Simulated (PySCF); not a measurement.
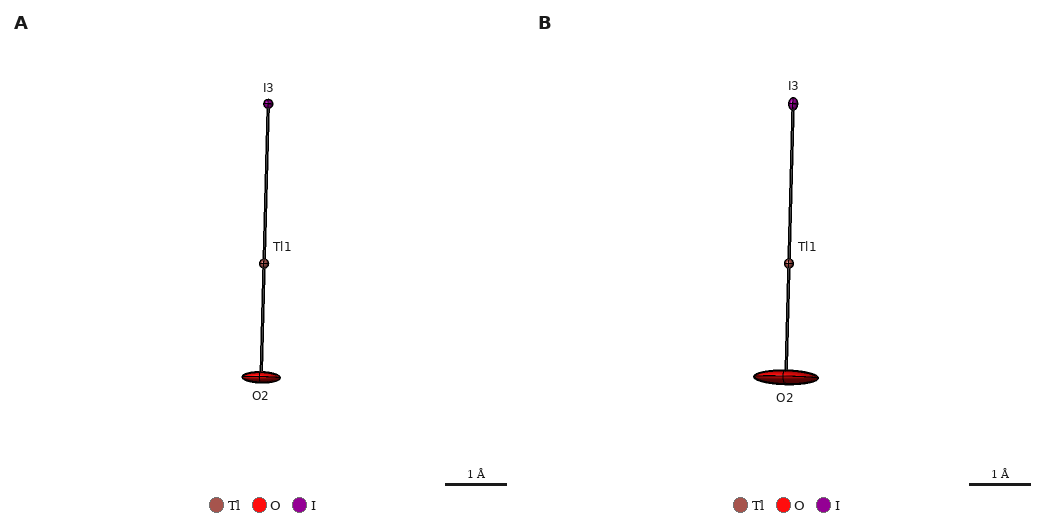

Displacement ellipsoids at the 50 % level, scaled by 1.5, from the internal vibrations of the free molecule (harmonic, no overall translation or rotation; no half-axis is drawn under 0.075 Å). Vibrations computed with RKS-based PBE0, Tl def2-TZVP with ECP60, O def2-TZVP, I def2-TZVP with ECP28; scalar-relativistic core potentials; density fitting (PySCF 2.14.0). One panel is for 200 K, the other for 600 K.

Which panel is for 600 K?

B.

How much does the mean-square displacement of O2 grow, and why?

U_eq goes from 0.0127 to 0.0357 Å², a factor of 2.8. Modes below kT (417 cm⁻¹ at 600 K) grow about in proportion to T, and the lowest lies at 114 cm⁻¹; the mean-square amplitude of a mode is its zero-point value times coth(ħω/2kT), which comes close to 1 only above about 3kT.
